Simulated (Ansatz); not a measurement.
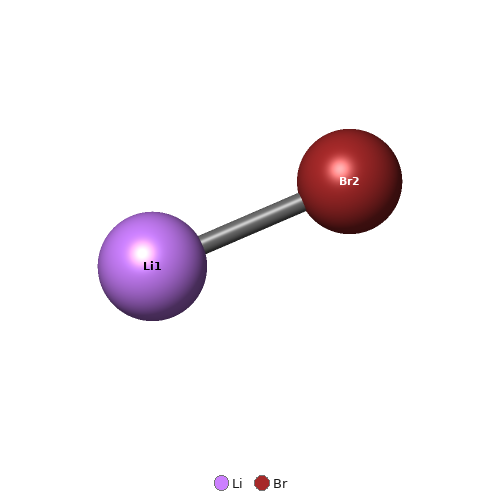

The system is BrLi; the picture shows the reference structure. The first coordinate is: separation of Br2 and Li1 along their line in the relaxed pair; the second: sideways slip of Li1. Nothing is relaxed (both partners rigid). The grid has 15 × 15 points; 120 points were computed and 105 follow by symmetry. Points are written as (first, second). All energies are given in kcal/mol relative to the two partners as ions far apart, frozen as in the relaxed pair, each in its own basis (no counterpoise correction). Theory: RKS PBE0-D4/def2-TZVPD (Ansatz).

Its coordinates:

```
atom   x (Å)   y (Å)    z (Å)
  Li  0.0000  0.0000  -1.0873
  Br  0.0000  0.0000   1.0873
```

Range: separation of Br2 and Li1 along their line in the relaxed pair from 1.827 to 3.227 Å; sideways slip of Li1 from −3.00 to 3.00 Å.

Q: What will the energy surface look like?

A: The lowest grid point is at (1.989 Å, −0.86 Å), −146.9 kcal/mol from the two partners as ions far apart, frozen as in the relaxed pair, each in its own basis (no counterpoise correction). The same energy is found at (1.989 Å, 0.86 Å). Other grid points that lie below all their neighbours: (2.158 Å, 0.00 Å) (0.018 kcal/mol higher). The energy also falls towards the edge at (1.827 Å, −1.29 Å) (0.28 kcal/mol above the lowest) and (1.827 Å, 1.29 Å) (0.28 kcal/mol above the lowest), where a further well may lie outside the range. The highest grid point, (3.227 Å, −3.00 Å), lies 63.9 kcal/mol above the lowest.

```
second ↓, first →   1.827   1.861   1.919   1.989   2.069   2.158   2.254   2.357   2.466   2.581   2.701   2.826   2.955   3.089   3.227
             3.00  −105.6  −105.0  −104.1  −102.9  −101.6  −100.1   −98.5   −96.8   −95.0   −93.1   −91.1   −89.1   −87.1   −85.1   −83.0
             2.57  −117.4  −116.8  −115.6  −114.1  −112.5  −110.6  −108.5  −106.4  −104.1  −101.7   −99.2   −96.7   −94.1   −91.6   −89.0
             2.14  −129.4  −128.6  −127.2  −125.5  −123.5  −121.3  −118.9  −116.4  −113.6  −110.7  −107.6  −104.5  −101.4   −98.3   −95.2
             1.71  −140.5  −139.7  −138.2  −136.4  −134.2  −131.7  −128.8  −125.8  −122.6  −119.3  −115.9  −112.3  −108.6  −105.0  −101.3
             1.29  −146.6  −146.3  −145.5  −144.3  −142.6  −140.2  −137.5  −134.3  −130.7  −126.9  −123.0  −119.1  −115.1  −110.9  −106.8
             0.86  −144.3  −145.3  −146.4  −146.9  −146.6  −145.3  −143.2  −140.4  −136.9  −133.0  −128.8  −124.4  −120.1  −115.7  −111.2
             0.43  −135.4  −138.2  −141.9  −144.9  −146.5  −146.8  −145.8  −143.6  −140.5  −136.7  −132.4  −127.9  −123.2  −118.6  −114.0
             0.00  −130.1  −133.8  −138.9  −143.1  −145.8  −146.9  −146.4  −144.6  −141.7  −138.0  −133.7  −129.1  −124.3  −119.7  −114.9
            −0.43  −135.4  −138.2  −141.9  −144.9  −146.5  −146.8  −145.8  −143.6  −140.5  −136.7  −132.4  −127.9  −123.2  −118.6  −114.0
            −0.86  −144.3  −145.3  −146.4  −146.9  −146.6  −145.3  −143.2  −140.4  −136.9  −133.0  −128.8  −124.4  −120.1  −115.7  −111.2
            −1.29  −146.6  −146.3  −145.5  −144.3  −142.6  −140.2  −137.5  −134.3  −130.7  −126.9  −123.0  −119.1  −115.1  −110.9  −106.8
            −1.71  −140.5  −139.7  −138.2  −136.4  −134.2  −131.7  −128.8  −125.8  −122.6  −119.3  −115.9  −112.3  −108.6  −105.0  −101.3
            −2.14  −129.4  −128.6  −127.2  −125.5  −123.5  −121.3  −118.9  −116.4  −113.6  −110.7  −107.6  −104.5  −101.4   −98.3   −95.2
            −2.57  −117.4  −116.8  −115.6  −114.1  −112.5  −110.6  −108.5  −106.4  −104.1  −101.7   −99.2   −96.7   −94.1   −91.6   −89.0
            −3.00  −105.6  −105.0  −104.1  −102.9  −101.6  −100.1   −98.5   −96.8   −95.0   −93.1   −91.1   −89.1   −87.1   −85.1   −83.0
```

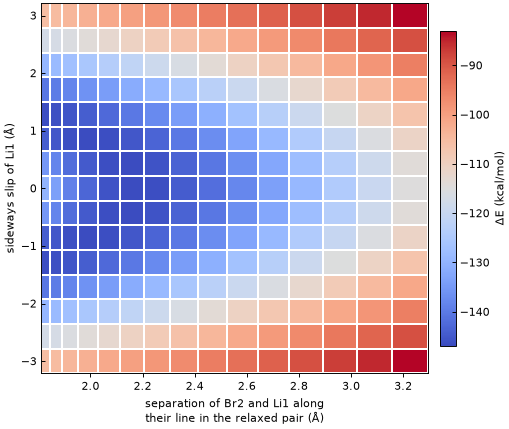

In the figure: one coloured cell a grid point.

Time for the 120 points that were run: 2.7 min on 1 thread of Arm Neoverse V2 (shared host).
